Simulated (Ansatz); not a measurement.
Ga₄As₃N

Input file:

```
crystal:
  lattice:
    - [1.9146478599, 1.1054224573, 12.4853157908]
    - [-1.9146478599, 1.1054224573, 12.4853157908]
    - [0.0, -2.2108449147, 12.4853157908]
  atoms:
    - { symbol: "N", position: [-0.0010306358, -0.0010306358, -0.0010306358] }
    - { symbol: As, position: [0.7442743366, 0.7442743366, 0.7442743366] }
    - { symbol: As, position: [0.4997772336, 0.4997772336, 0.4997772336] }
    - { symbol: As, position: [0.2554349276, 0.2554349276, 0.2554349276] }
    - { symbol: Ga, position: [0.6790229592, 0.6790229592, 0.6790229592] }
    - { symbol: Ga, position: [0.4347291946, 0.4347291946, 0.4347291946] }
    - { symbol: Ga, position: [0.1906918779, 0.1906918779, 0.1906918779] }
    - { symbol: Ga, position: [0.9471001063, 0.9471001063, 0.9471001063] }
kpoints:
  mp_grid: { grid: [4, 4, 4] }
  band_path:
    path:
      - [0.0, 0.0, 0.0]
      - [-0.5, -0.5, -0.5]
      - [-0.5, -0.1718926286, -0.8281073714]
      - [-0.1718926286, 0.1718926286, -0.5]
      - [0.0, 0.0, -0.5]
      - [0.0, 0.3359463143, -0.3359463143]
      - [-0.3359463143, 0.0, -0.6640536857]
      - [-0.5, 0.0, -0.5]
      - [0.0, 0.0671892629, -0.0671892629]
    npoints: 1
hamiltonian:
  xc: hse06
scf:
  occupations: { method: fermi_dirac, width: 0.02 }
  n_extra_bands: 6
output:
  forces: true
  stress: true
  eigenvalues: true
  write_density: true
  write_potential: true
  elf: true
  volumetric_format: npy
```

Command:

```sh
ansatz run input.yaml --threads 4 --pin off --max-ram 6451MiB --backend cpu --events-out ev --progress --plain --runs-dir out
```

Below, planes, directions and counts refer to the conventional cell (a = 3.83 Å, b = 3.83 Å, c = 37.46 Å, α = 90.00°, β = 90.00°, γ = 120.00°).

Space group R3m; started from the ordered alloy on zincblende lattice prototype, which need not be the ambient phase.

Theory: DFT, HSE06, plane waves, PAW in Ansatz.

In a PAW calculation such maps are meaningful between the atoms, not at the nuclei.

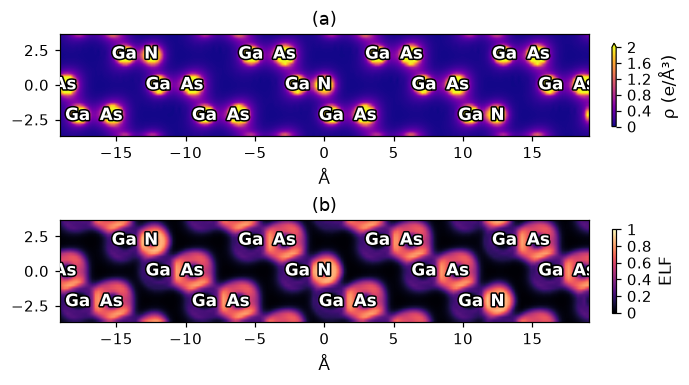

Figure 1. (a) valence pseudo-density; (b) ELF on the (110) plane of the conventional cell.

> Describe what can be read from this map.

The section cuts through N, As and Ga sites. Ga–N (1.94 Å): the density is about 0.78 e/Å³ at the midpoint; the ELF peaks at about 0.85 in the valence shell of N, 0.7 Å from its nucleus, and is about 0.50 at the midpoint. Ga–As (2.38 Å): ρ at the midpoint is about 0.56 e/Å³; the ELF peaks at about 0.80 between the atoms, as expected for localised, covalent bonding. Ga–As (2.42 Å): the density is about 0.52 e/Å³ at the midpoint; the ELF peaks at about 0.80 between the atoms: localised, covalent bonding. Between the atoms the lowest density in this plane is 0.007 e/Å³.

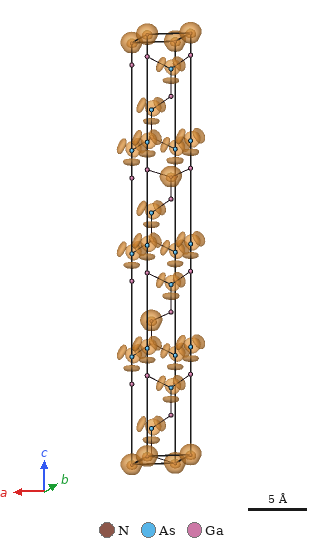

Figure 2. Isosurface of the electron localisation function at 0.7 (orange), seen at an oblique angle. Only the valence region is drawn (cores and ρ < 0.01 e/Å³ removed). Sticks mark near contacts.

> Identify the bonds, lone pairs and shells in this picture.

The ELF exceeds this value in 36 regions between bonded As–Ga atoms (shared pairs) and three regions wrapped around N (the valence shell of each), counted in one cell of 24 atoms. Any copies at cell faces, edges or corners count once.
